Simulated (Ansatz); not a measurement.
```xyz
2

Cu    0.9544   -0.3636    0.4756
Br   -0.9249    0.3034   -0.4715
```

Geometry: PBE0-D4/def2-TZVP.

These are results of RKS PBE0-D4/def2-TZVPP (Ansatz), not measurements.

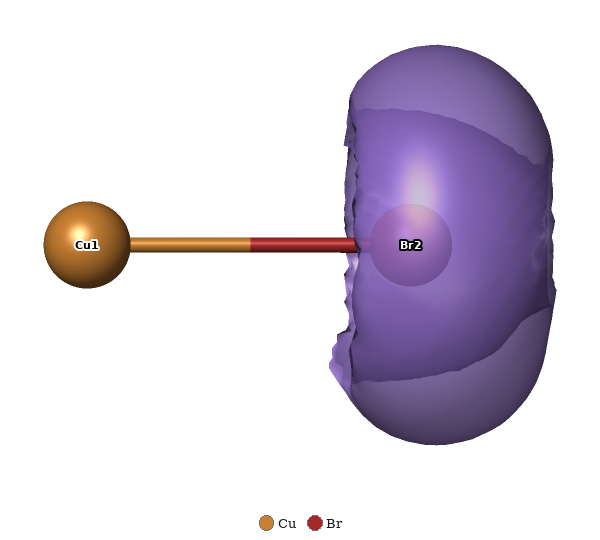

CuBr (SMILES [Cu][Br]). Isosurface of the electron localisation function at 0.8 (purple), seen from one side. Core shells and regions of very low density are left out.

What do the ELF domains correspond to?

Answer. At this value the surface marks out one ring or bowl of non-bonding electrons around Br. Along the contacts the grid gives the following. Cu–Br (2.21 Å): the ELF peaks at about 0.70 in the valence shell of Br, 0.9 Å from its nucleus, and is about 0.50 at the midpoint.
